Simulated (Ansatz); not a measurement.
A series of calculations on Li₈CaCl₁₀

### Relaxation

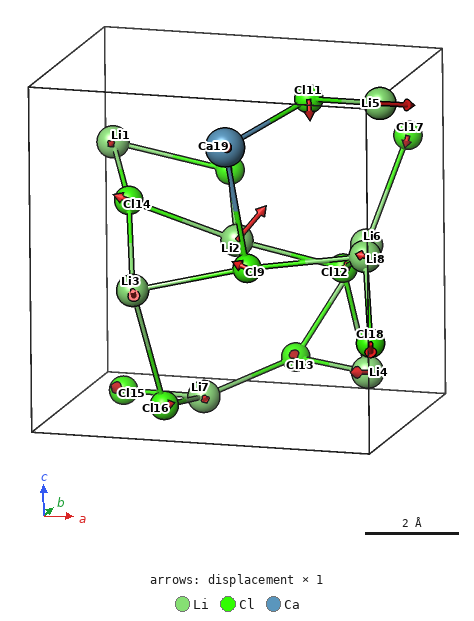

A relaxation of an amorphous cell of composition Li8CaCl10 (coarse preliminary run). The starting structure is drawn; red arrows show the displacements (the part carried along by the change of the cell is left out), at their true length.

A ball-and-stick model of the cell of the calculation (origin shifted), seen slightly off an axis.

Case: the quenched liquid.

The calculation used DFT PBE, scalar-relativistic, plane waves, PAW in Ansatz 0.2.0. Set-up: plane-wave cutoff 420 eV; k-point mesh 1 × 1 × 1; occupations gaussian; smearing width 0.1 eV; mesh shifted by (0.25, 0.25, 0.25); no spin polarisation; cell and atoms relaxed; force threshold 0.04 eV/Å; at most 70 steps.

**Atoms of which element are displaced furthest, and by how much?**

Lithium: up to 1.05 Å, against 0.57 Å for chlorine.

**What did the optimiser do to the structure, and how much energy did it gain?**

The energy falls by 52.7 meV per atom in 17 accepted moves (21 points after the start). The largest force component goes from 0.75 to 0.011 eV/Å. The pressure goes from 0.24 to 0.01 GPa. The line search rejected the trial steps at points 4, 10, 18 of the run. The SCF was repeated once at an unchanged geometry on a basis and grid sized afresh for the cell, which shifted the energy by less than 0.05 meV per atom at most. The atom that moves furthest relative to the cell is a Li atom (1.05 Å along [2 0 3]). By element the largest moves are Li 1.05 Å, Cl 0.57 Å, Ca 0.29 Å. The volume changes by −0.4 %, with a 7.624 → 7.903 Å (+3.7 %), b 7.327 → 7.253 Å (−1.0 %), c 7.686 → 7.441 Å (−3.2 %), α 92.3° → 90.6°, β 90.6° → 89.7°, γ 92.9° → 90.0°. Among the contacts that change: Cl–Li 3.904 → 2.473 Å, Cl–Li 3.711 → 2.497 Å, Cl–Li 3.469 → 2.527 Å, Cl–Li 2.547 → 3.478 Å. New bonds form: Cl–Li (3.23 → 2.47 Å), Cl–Li (3.47 → 2.53 Å), Cl–Li (3.71 → 2.50 Å), Cl–Li (3.90 → 2.47 Å). Bonds break: Cl–Li (2.49 → 3.39 Å), Cl–Li (2.55 → 3.48 Å). Among the angles between lasting bonds that change: Cl–Li–Cl 134.6° → 170.9°, Cl–Li–Cl 107.0° → 139.0°, Li–Cl–Ca 161.0° → 133.0°. Cost: 110 s on 2 threads of Arm Neoverse N1 (shared host), peak memory 0.51 GiB.

Limits of the set-up: the periodic images lie only 7.3 Å apart, so the values are limited by the cell's size.

### Dynamics

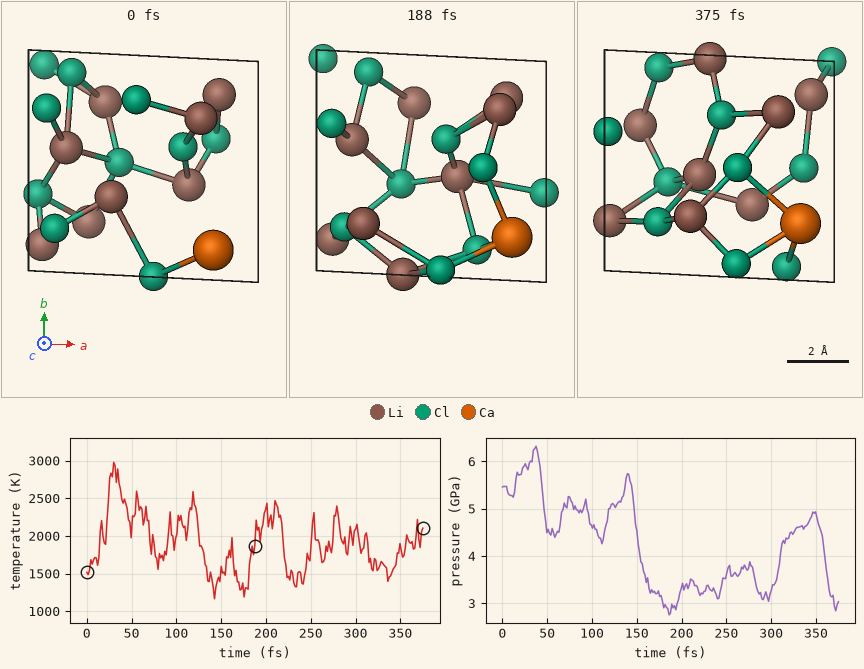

Molecular dynamics of an amorphous cell of composition Li₈CaCl₁₀ (19 atoms in the cell), 375 fs long. Frames and the history of the run. The picture is a ball-and-stick view of the simulation cell, seen along the c axis. Atoms that leave the cell re-enter on the other side. Bonds to atoms that aren't drawn are left out.

Theory: DFT PBE, scalar-relativistic, plane waves, PAW (Ansatz). Settings: plane-wave cutoff 420 eV; k-point mesh 1 × 1 × 1; Fermi-Dirac smearing 0.138 eV; volume 1.05 times that of the relaxed crystal; set temperature 1600 K; time step 1.5 fs.

Input file:
```yaml
crystal:
  lattice:
    - [7.621665, -0.188185, -0.03944]
    - [-0.188185, 7.322783, -0.152923]
    - [-0.03944, -0.152923, 7.684223]
  atoms:
    - { symbol: Li, position: [0.3561699188, 0.3501214212, 0.7039188387] }
    - { symbol: Li, position: [0.8264998015, 0.8364083807, 0.4438601104] }
    - { symbol: Li, position: [0.694246113, 0.4214892953, 0.2149749359] }
    - { symbol: Li, position: [0.3303117667, 0.777451364, 0.1740253656] }
    - { symbol: Li, position: [0.2584332736, 0.2310555811, 0.0417652992] }
    - { symbol: Li, position: [0.0558182636, 0.1178030447, 0.2658834246] }
    - { symbol: Li, position: [0.7471869488, 0.7258576898, 0.8357755874] }
    - { symbol: Li, position: [0.1602102905, 0.5616693936, 0.453329974] }
    - { symbol: Cl, position: [0.0368831378, 0.3456069038, 0.2050473811] }
    - { symbol: Cl, position: [0.5401321326, 0.9988362222, 0.611769907] }
    - { symbol: Cl, position: [0.0746236582, 0.7366947505, 0.7057085203] }
    - { symbol: Cl, position: [0.184206121, 0.903388199, 0.4161953989] }
    - { symbol: Cl, position: [0.0644494836, 0.9325324071, 0.0324851252] }
    - { symbol: Cl, position: [0.6685423328, 0.5923854448, 0.4953922689] }
    - { symbol: Cl, position: [0.465252935, 0.795126199, 0.919883135] }
    - { symbol: Cl, position: [0.8127194383, 0.6365427448, 0.1122540952] }
    - { symbol: Cl, position: [0.1095736347, 0.1937729589, 0.708835805] }
    - { symbol: Cl, position: [0.3910862323, 0.5073377796, 0.2279304382] }
    - { symbol: Ca, position: [0.800608975, 0.1314300874, 0.9068875171] }
  symmetry: { detect: false }
basis:
  ecutwfc: 420
  xc_grid: 1
kpoints:
  mp_grid: { grid: [1, 1, 1], shift: [0.0, 0.0, 0.0] }
hamiltonian:
  xc: pbe
scf:
  occupations: { method: fermi_dirac, width: 0.1379 }
  lower_state_search: "off"
  convergence: { dr2_threshold: 1.0e-05 }
output:
  forces: true
  stress: true
md:
  timestep: 1.5
  n_steps: 250
  ensemble: nvt_langevin
  friction: 0.03
  temperature: 1600.0
  initial_velocities: maxwell_boltzmann
  seed: 80435
```

Command:
```bash
ansatz run input.yaml --threads 2 --pin off --max-ram 5120MiB --backend cpu --events-out ev --progress --plain --runs-dir out
```

### What happens in this trajectory?

In the second half of the run the atoms are, in the root-mean-square, this far from where they began (common drift taken out): Li 1.49 Å, Cl 1.46 Å, Ca 1.00 Å. That is a large part of the typical shortest distance between atoms in the first frame, about 2.2 Å and still growing: the atoms leave their places as in a liquid. The mean temperature in the second half is 1859 K (standard deviation 278 K). The potential energy in the second half lies on average 381 meV per atom below the first frame. The first frame is far from relaxed (forces up to 5.4 eV/Å), so much of the motion is the structure settling. The mean pressure there is 3.7 GPa.

Limits of the set-up: the periodic images lie only 7.3 Å apart, so the values are limited by the cell's size.

The run took 6 min on 2 threads of Arm Neoverse N1, on a shared host, peak memory 0.43 GiB.

### Dynamics

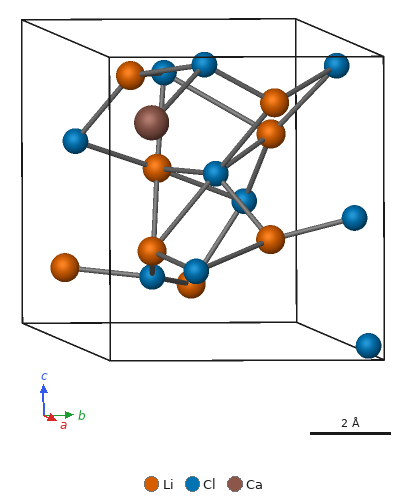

Starting frame of a dynamics run of an amorphous cell of composition Li$_{8}$CaCl$_{10}$ (19 atoms in the cell). It starts from the last geometry of an earlier run, with fresh velocities. The picture is a ball-and-stick view of the simulation cell, seen slightly off an axis. Bonds to atoms that aren't drawn are left out.

Method: DFT PBE, scalar-relativistic, plane waves, PAW in Ansatz 0.2.0.

Input
```yaml
crystal:
  lattice:
    - [7.621665, -0.188185, -0.03944]
    - [-0.188185, 7.322783, -0.152923]
    - [-0.03944, -0.152923, 7.684223]
  atoms:
    - { symbol: Li, position: [0.2883898015, 0.8111577186, 0.6536068965] }
    - { symbol: Li, position: [0.6779739384, 0.6839070535, 0.3540632032] }
    - { symbol: Li, position: [0.5777330255, 0.283477721, 0.3046506676] }
    - { symbol: Li, position: [0.0490976967, 0.5948799273, 0.1297715919] }
    - { symbol: Li, position: [0.3985376915, 0.2640323991, 0.8611361022] }
    - { symbol: Li, position: [0.1884488911, 0.090030693, 0.2027438244] }
    - { symbol: Li, position: [0.6837578796, 0.6979060241, 0.8056578192] }
    - { symbol: Li, position: [0.1361454683, 0.4442892103, 0.522329298] }
    - { symbol: Cl, position: [0.9007504539, 0.340922852, 0.2780723029] }
    - { symbol: Cl, position: [0.7476938888, 0.9680828967, 0.4332393191] }
    - { symbol: Cl, position: [0.1030500232, 0.4803397096, 0.8331658957] }
    - { symbol: Cl, position: [0.1029086804, 0.7716595702, 0.4091933016] }
    - { symbol: Cl, position: [0.9740251734, 0.9454508992, 0.0400343266] }
    - { symbol: Cl, position: [0.4608973521, 0.5538934801, 0.5446340393] }
    - { symbol: Cl, position: [0.4883621859, 0.9873725504, 0.9027613608] }
    - { symbol: Cl, position: [0.7012602493, 0.4368443398, 0.9342723706] }
    - { symbol: Cl, position: [0.2237186561, 0.1183461119, 0.6238921612] }
    - { symbol: Cl, position: [0.3153395574, 0.3676218227, 0.1872439601] }
    - { symbol: Ca, position: [0.9132468965, 0.1760144185, 0.7696290957] }
  symmetry: { detect: false }
basis:
  ecutwfc: 420
  xc_grid: 1
kpoints:
  mp_grid: { grid: [1, 1, 1], shift: [0.0, 0.0, 0.0] }
hamiltonian:
  xc: pbe
scf:
  occupations: { method: fermi_dirac, width: 0.0552 }
  lower_state_search: "off"
  convergence: { dr2_threshold: 1.0e-05 }
output:
  forces: true
  stress: true
md:
  timestep: 1.5
  n_steps: 250
  ensemble: nvt_langevin
  friction: 0.03
  temperature: 640.0
  initial_velocities: maxwell_boltzmann
  seed: 80438
```

Launched with:
```bash
ansatz run input.yaml --threads 2 --pin off --max-ram 5120MiB --backend cpu --events-out ev --progress --plain --runs-dir out
```

Question: What does the trajectory do?

Answer: Over the second half the temperature averages 684 K (spread ±107 K). The potential energy is still drifting at the end, so the run hasn't reached equilibrium. The potential energy in the second half lies on average 99.1 meV per atom below the first frame. The mean pressure there is 1.3 GPa. In the second half of the run the atoms are, in the root-mean-square, this far from where they began (common drift taken out): Li 1.14 Å, Cl 0.67 Å, Ca 0.35 Å. Against the typical shortest distance between atoms in the first frame, about 2.3 Å, the Li and Cl atoms make wide excursions, while the Ca atoms stay at their sites; the run is too short to say whether this is diffusion. 2 of the 19 free atoms end more than three quarters of that spacing from the start.

Along the run (each row but the first and the last is the mean over the interval that it begins):

```json
{"time (fs)": "0.0", "potential energy (meV/atom)": "0.0", "T (K)": "606", "p (GPa)": "1.1"}
{"time (fs)": "46.5", "potential energy (meV/atom)": "-76.1", "T (K)": "715", "p (GPa)": "1.2"}
{"time (fs)": "93.0", "potential energy (meV/atom)": "-68.1", "T (K)": "772", "p (GPa)": "1.5"}
{"time (fs)": "139.5", "potential energy (meV/atom)": "-82.0", "T (K)": "586", "p (GPa)": "1.5"}
{"time (fs)": "186.0", "potential energy (meV/atom)": "-100.9", "T (K)": "651", "p (GPa)": "1.1"}
{"time (fs)": "232.5", "potential energy (meV/atom)": "-109.1", "T (K)": "622", "p (GPa)": "1.1"}
{"time (fs)": "279.0", "potential energy (meV/atom)": "-91.3", "T (K)": "749", "p (GPa)": "1.1"}
{"time (fs)": "325.5", "potential energy (meV/atom)": "-94.5", "T (K)": "718", "p (GPa)": "1.9"}
{"time (fs)": "372.0", "potential energy (meV/atom)": "-100.4", "T (K)": "611", "p (GPa)": "2.0"}
```

The paths of the atoms:

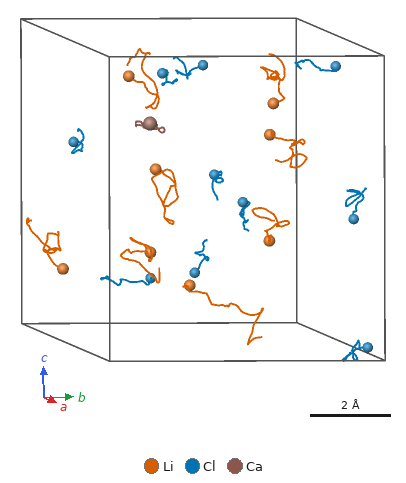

Limits of the set-up: the periodic images lie only 7.3 Å apart, so the values are limited by the cell's size.

The run took 5.3 min on 2 threads of Arm Neoverse N1 (shared host), peak memory 0.41 GiB.
